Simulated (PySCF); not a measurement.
**[TcOCl4]- (Cl4OTc, charge −1): what the electrons do**

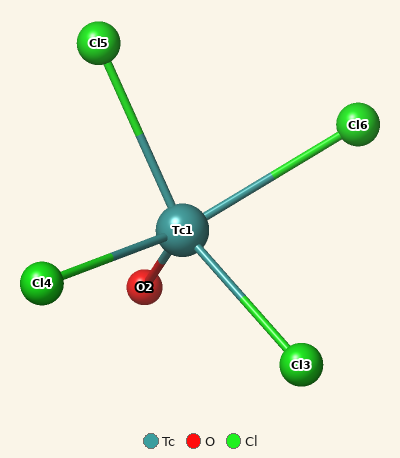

The molecule, with its atoms numbered as below. No frequency check shows the geometry to be a minimum.

Geometry (Å), atoms numbered from 1:

```
Tc1      0.0001   -0.0000   -0.3222
O2       0.0001    0.0000   -1.9601
Cl3     -0.7480    2.0175    0.4343
Cl4      2.0175    0.7480    0.4344
Cl5      0.7479   -2.0175    0.4344
Cl6     -2.0176   -0.7479    0.4343
```

## 1. Bonding charge

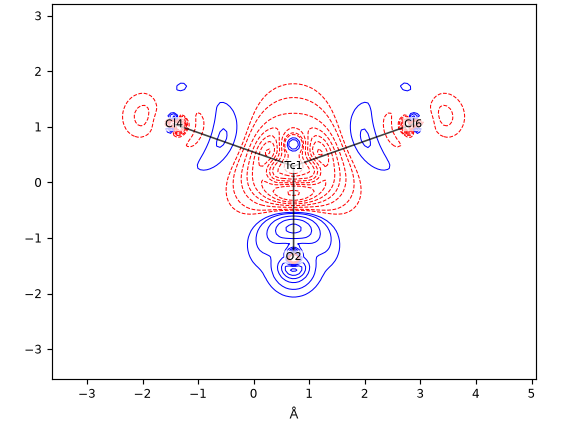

Deformation density (molecule less spherical, spin-averaged free atoms) in the plane of Tc1, O2, Cl4 and Cl6; contours at ±0.05 to ±0.8 e/Å³; solid blue lines: gain, dashed red lines: loss.

Method: B3LYP/def2-SVPD; geometry: GFN2-xTB; program: PySCF. Core potentials replace the inner electrons of Tc; spin–orbit coupling isn't included. This is a single-reference result, which may miss multireference character in this system.

How much density has each bond in this plane gained at its critical point, relative to the free atoms?

Answer. Tc1–O2: +0.16 e/Å³ at the bond critical point (bond length 1.64 Å). Tc1–Cl4 and Tc1–Cl6: +0.03 e/Å³ at the bond critical point (bond length 2.28 Å); up to 0.6 Å beside the axis the gain reaches +0.10 e/Å³. In all, 2.2 electrons gather in the regions of gain relative to the promolecule of neutral atoms (this includes the anion's extra charge). A small or negative value marks a very polar bond, one between electron-rich atoms, whose free-atom densities already overlap strongly, a long bond to a heavier atom, or a closed-shell contact such as a hydrogen bond.

Where do the Hirshfeld charges lie?

Answer. The highest Hirshfeld charge is on Tc1 (+0.51 e), the lowest on Cl3, Cl4, Cl5 and Cl6 (−0.31 e).

| atom | charge (e) |
| --- | --- |
| Tc1 | +0.51 |
| O2 | −0.26 |
| Cl3 | −0.31 |
| Cl4 | −0.31 |
| Cl5 | −0.31 |
| Cl6 | −0.31 |

## 2. Bond critical points

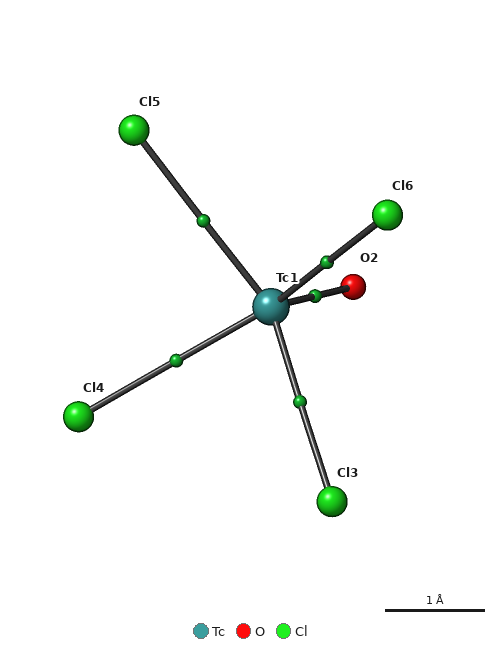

Molecular graph of the electron density (QTAIM): bond paths, bond critical points (green), ring points (magenta, if any); weak paths are dashed.

How many critical points of each kind are there, and does the count close?

Answer. 6 nuclei, 5 bond, 0 ring and 0 cage critical points: 6 − 5 + 0 − 0 = 1, as the Poincaré–Hopf relation requires.

Tabulate density, Laplacian, ellipticity and energy density at the bond critical points (atomic units).

Answer.
```tsv
bond	length (Å)	ρ (a.u.)	∇²ρ (a.u.)	ε	H (a.u.)
Tc1–O2	1.638	0.308	+0.77	0.00	−0.263
Tc1–Cl4 (4 alike)	2.281	0.095	+0.26	0.48	−0.021
```

What kind of interaction is Tc1–Cl4?

Answer. Polar or intermediate (positive Laplacian, negative energy density H): ρ = 0.095, ∇²ρ = +0.26, H = −0.021 a.u.

## 3. Local ionisation energy

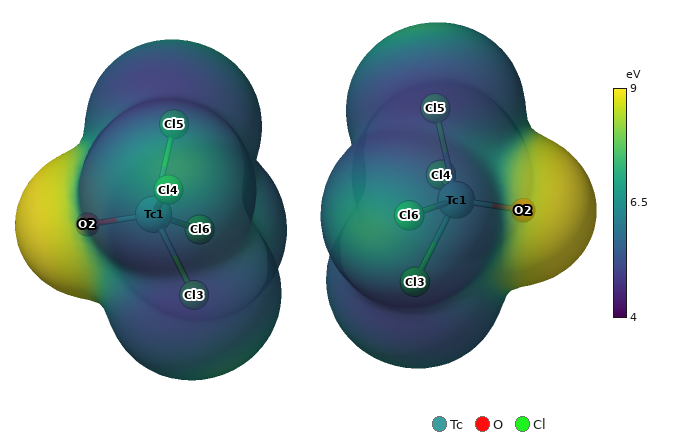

Average local ionisation energy on the surface of electron density 0.001 a.u. (back view left, front view right).

Locate the minima of the map.

Answer. The lowest value is 4.9 eV, 2.2 Å from Cl5, and at like points elsewhere. For comparison, the highest occupied orbital lies at −2.6 eV.

## 4. Removing or adding an electron

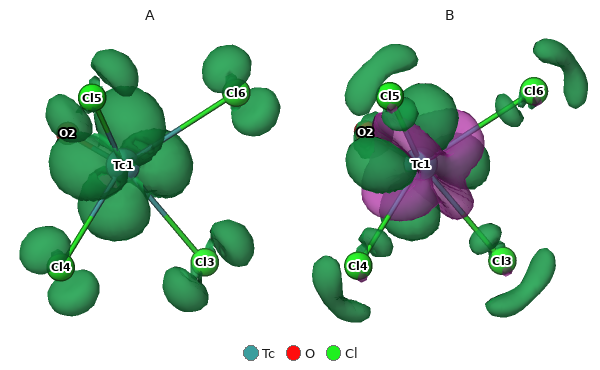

The Fukui function f⁻ from two separate SCF calculations and the density of the HOMO, at ±0.03 e/Å³ (green positive, purple negative).

Method: ωB97X/def2-SVPD; geometry: GFN2-xTB; program: PySCF. Core potentials replace the inner electrons of Tc; spin–orbit coupling isn't included. This is a single-reference result, which may miss multireference character in this system.

Which panel is which, and how good is the frozen-orbital picture?

Answer. B is f⁻ (it has negative regions), A the HOMO density. The HOMO lies on Tc1 (57 %) and Cl3, Cl4, Cl5 and Cl6 (11 % each); f⁻ (Hirshfeld-condensed) is largest on Tc1 (0.20) and Cl3, Cl4, Cl5 and Cl6 (0.17 each); the vertical detachment energy is 4.86 eV (the stability of the neutral species's solution wasn't checked). Relaxation shifts 37 % of the electron between atoms. The orbital energy is −5.51 eV.

The PySCF runs shown took 28 s and 110 s on 1 thread of Arm Neoverse V2 (shared host).
